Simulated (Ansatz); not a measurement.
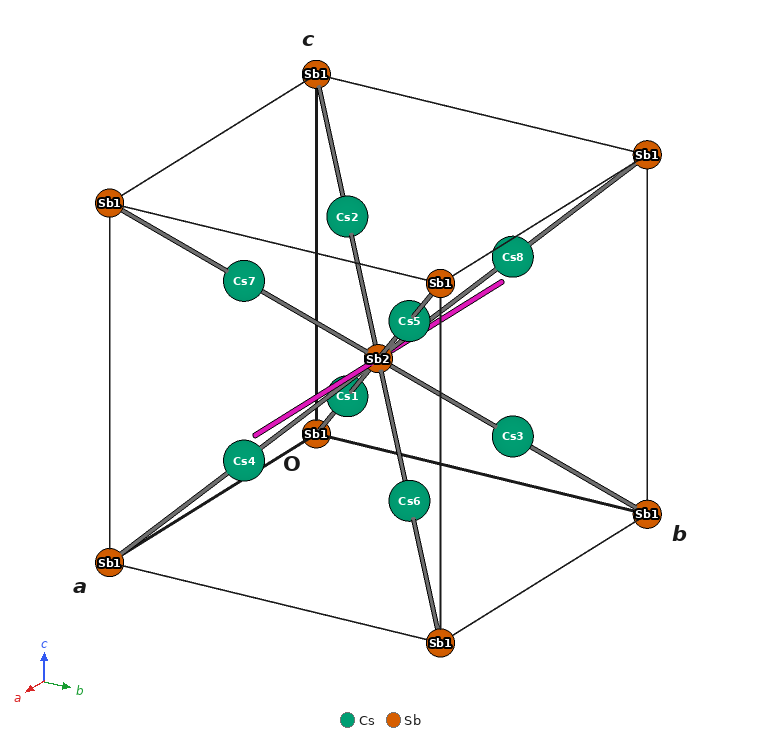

Crystal: Cs4Sb, the input geometry of an electronic-structure calculation (not necessarily at equilibrium); the starting structure was generated, so it need not be a known form of this composition. The coloured rod is the axis of a symmetry operation of the crystal. All values are computed from the atomic coordinates in the standard setting (tolerance 0.002 Å).

a = 9.211 Å, b = 9.211 Å, c = 9.211 Å, α = 90.00°, β = 90.00°, γ = 90.00°.

```json
{"atom": "Cs1", "x": "0.2500", "y": "0.2500", "z": "0.2500"}
{"atom": "Cs2", "x": "0.2500", "y": "0.2500", "z": "0.7500"}
{"atom": "Cs3", "x": "0.2500", "y": "0.7500", "z": "0.2500"}
{"atom": "Cs4", "x": "0.7500", "y": "0.2500", "z": "0.2500"}
{"atom": "Sb1", "x": "0.0000", "y": "0.0000", "z": "0.0000"}
{"atom": "Cs5", "x": "0.7500", "y": "0.7500", "z": "0.7500"}
{"atom": "Cs6", "x": "0.7500", "y": "0.7500", "z": "0.2500"}
{"atom": "Cs7", "x": "0.7500", "y": "0.2500", "z": "0.7500"}
{"atom": "Cs8", "x": "0.2500", "y": "0.7500", "z": "0.7500"}
{"atom": "Sb2", "x": "0.5000", "y": "0.5000", "z": "0.5000"}
```

Take the operation x, y, z → x, z, −y+1.

Question: What kind of operation is it, and where does it lie?

Answer: It is a 4-fold rotation, about the line along [1 0 0] through (1/2, 1/2, 1/2).

Question: Onto which atom does it carry each atom (up to whole multiples of a, b and c)?

Answer: Cs1 → Cs2, Cs2 → Cs8, Cs3 → Cs1, Cs4 → Cs7, Sb1 → Sb1, Cs5 → Cs6, Cs6 → Cs4, Cs7 → Cs5, Cs8 → Cs3, Sb2 → Sb2.
